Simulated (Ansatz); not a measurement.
# C, response to strain

Take C in the graphite type structure (space group P6_3/mmc, No. 194; a = 2.465 Å, c = 6.729 Å; layered, stacked along the Cartesian z axis) as the base. Axes: x lies along a and z along c of the hexagonal cell.

Strains are applied to the cell and any free atomic positions relax; under biaxial strain the out-of-plane vector relaxes too.

Method: Ansatz (a program for electronic structure), PBE-D3(BJ), PAW, cutoff 420 eV, spin-orbit coupling left out, earlier PAW set.

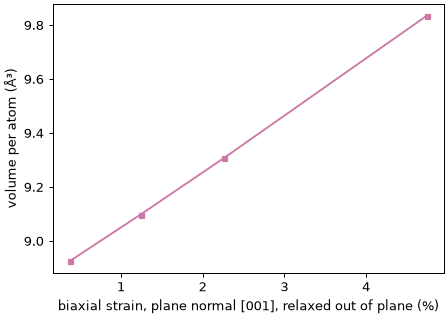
Fig. 1. Volume per atom against biaxial strain, plane normal [001], relaxed out of plane

```tsv
biaxial strain, plane normal [001], relaxed out of plane (%)	volume per atom
0.38	8.93 Å³
1.24	9.10 Å³
2.26	9.31 Å³
4.74	9.83 Å³
```

Whether these cells are dynamically stable was not tested.
